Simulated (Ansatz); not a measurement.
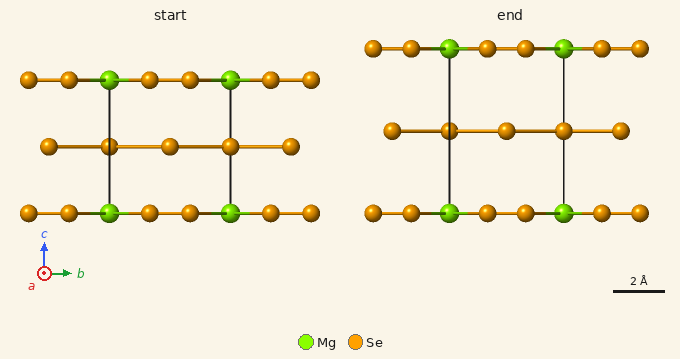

The structure of crystalline MgSe5 (a generated structure, set up in P6/mmm) before (left) and after (right) a relaxation, at one scale.

The picture is a ball-and-stick view of the cell of the calculation, seen along the a axis.

These are results of DFT PBE, scalar-relativistic, plane waves, PAW (Ansatz 0.2.0), not measurements.

The input:
```yaml
crystal:
  lattice:
    - [5.5509192579, 0.0, 0.0]
    - [-2.7754596289, 4.8072370917, 0.0]
    - [0.0, 0.0, 5.2906460087]
  atoms:
    - { symbol: Mg, position: [0.0, 0.0, 0.0] }
    - { symbol: Se, position: [0.5, 0.0, 0.5] }
    - { symbol: Se, position: [0.5, 0.5, 0.5] }
    - { symbol: Se, position: [0.0, 0.5, 0.5] }
    - { symbol: Se, position: [0.3333333333, 0.6666666667, 0.0] }
    - { symbol: Se, position: [0.6666666667, 0.3333333333, 0.0] }
basis:
  ecutwfc: 420
kpoints:
  mp_grid: { grid: [12, 12, 8] }
hamiltonian:
  xc: pbe
scf:
  occupations: { method: gaussian, width: 0.1 }
output:
  forces: true
  stress: true
  eigenvalues: true
  write_density: true
  write_potential: true
  elf: true
  volumetric_format: npy
relax:
  adjacent_minimum: "off"
  f_tol: 0.01
  max_steps: 80
  cell: { stress_tol: 0.05 }
```

Launched with:
```bash
ansatz run input.yaml --threads 1 --pin off --max-ram 2560MiB --backend cpu --events-out ev --progress --plain --runs-dir out
```

**What changed between the two?**

The run was cut off at its time limit before the relaxation converged, so the last structure is only a point on the way. No atom moves by more than 0.005 Å relative to the cell. The drawn cell changes as follows: a = b 5.551 → 5.244 Å (−5.5 %), c 5.291 → 6.535 Å (+23.5 %); the volume changes by +10.2 %. Some distances before and after: Se2–Se5 3.093 → 3.601 Å, Mg1–Se5 3.205 → 3.028 Å, Se2–Se3 2.775 → 2.622 Å. The space group stays P6/mmm (No. 191). After 6 geometry steps the energy has fallen by 75.2 meV per atom. All forces vanish by symmetry, so only the cell relaxes. Pressure: −0.27 GPa at the start and −0.75 GPa at the end.
